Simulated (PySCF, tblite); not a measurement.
**C₂H₂F radical: geometry, infrared bands and EPR parameters**

What infrared bands and EPR parameters should C₂H₂F radical (`C=[C]F`) show?

Computed with tblite 0.8.0 and PySCF 2.14.0, with density-fitted response routines of our own, on a single molecule in the gas phase. Atoms are numbered from 0 throughout.

## (1) The molecule as given

5 atoms, charge 0, multiplicity 2; geometry from: force field or distance geometry start.

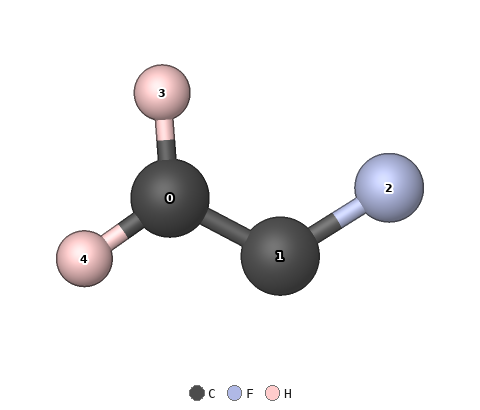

As it starts; carbon dark grey, fluorine light blue, hydrogen pink, atoms numbered; sticks join atoms by distance.

## (2) Relaxing the molecule with GFN2-xTB

Job settings and geometry (Å):

```
{"job": {"kind": "relax", "xc": "GFN2-xTB", "basis": "xTB"}, "charge": 0, "multiplicity": 2}
C     -0.466900    -0.079000     0.149100
C      0.819600     0.112500     0.357000
F      1.672500     0.268400    -0.692100
H     -0.903300    -0.093600    -0.873600
H     -1.113200    -0.205300     1.042400
```

Command:

```
$ OMP_NUM_THREADS=1 python probes_run.py task.json out
```

One launch serves the whole session: the jobs run in the order shown.

**Question.** This job is followed by: GFN2-xTB harmonic vibrations, gas phase; UKS B3LYP, pcH-1 on C F H, non-relativistic, mean-field spin-orbit, GIAO. Predict these results of the whole session: strongest single infrared mode (GFN2-xTB); zero-point energy (GFN2-xTB); g(iso) (B3LYP); ⟨S²⟩; largest a(iso); surface potential, least and greatest.

As calculated:

| quantity | value |
| --- | --- |
| strongest single infrared mode (GFN2-xTB) | 1778 cm⁻¹, 189 km/mol |
| zero-point energy (GFN2-xTB) | 18.5 kcal/mol |
| g(iso) (B3LYP) | 2.00269 |
| ⟨S²⟩ | 0.759 (exact 0.75) |
| largest a(iso) | 13C on C1, 549.2 MHz |
| surface potential, least and greatest | -0.47 V and 1.13 V |

Over 15 steps the energy fell by 0.154 eV; of the close pairs, C1–F2 changed most, 1.361 to 1.319 Å. All 9 modes are real, so the xTB geometry is a minimum. The strongest single mode, at 1778 cm⁻¹, moves mainly C1 and C0. Unscaled tight-binding wavenumbers are off by several per cent, some by more. Its intensities can rank the bands wrongly. C1 carries the largest spin population, 0.94 e. The isotropic g lies 0.4 ppt above the free-electron value.
